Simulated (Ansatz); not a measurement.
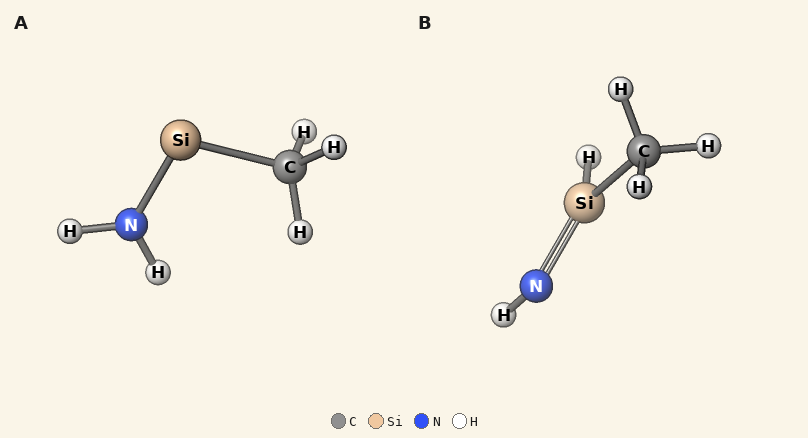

Atoms fade into the background with distance from the viewer. The computed structure is the end point of a PBE0-D4/def2-TZVP optimisation. No frequency run is at hand to confirm it as a minimum.

How are A and B related: the same structure turned, mirror images, conformers, diastereomers or constitutional isomers?

They are constitutional isomers of CH5NSi: A is C[Si]N, B is [H]/N=[SiH]/C
